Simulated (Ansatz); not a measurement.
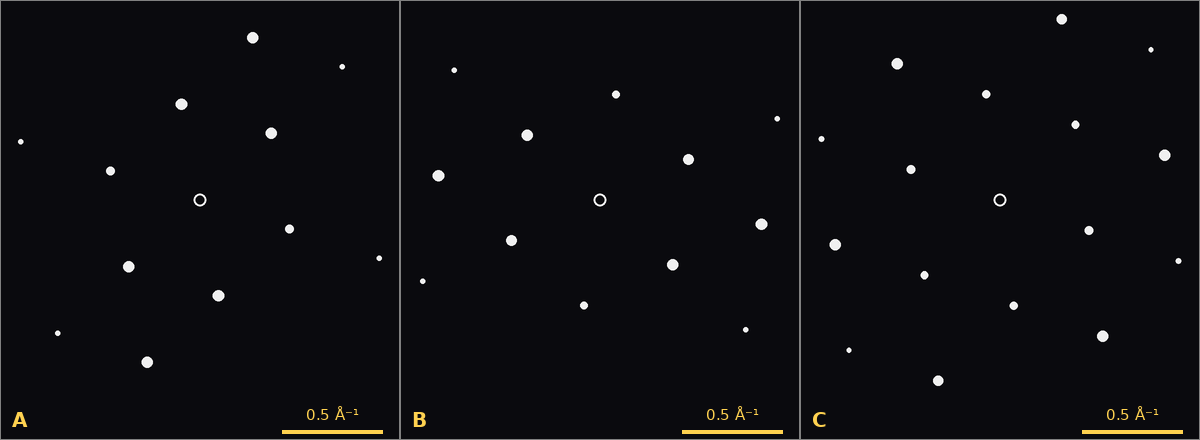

Kinematic zone-axis patterns, calculated for 200 keV electrons with B = 0.5 Å².

All three come from C, space group P6_3/mmc (No. 194), a = 2.449 Å, c = 8.058 Å (hexagonal axes). Structure: the end point of a relaxation at fixed volume with Ansatz, DFT HSE06, scalar-relativistic, plane waves, PAW.

Assign the zone axes [101], [201], [211] to A, B and C.

A is [101]: centred rectangular net of 0 1 0 at d = 2.12 Å and 1 0 -1 at d = 2.05 Å, at 61.1°. B is [211]: centred rectangular net of 0 1 -1 at d = 2.05 Å and -1 1 1 at d = 2.05 Å, at 66.2°. C is [201]: centred rectangular net of 0 1 0 at d = 2.12 Å and 1 0 -2 at d = 1.88 Å, at 63.7°.
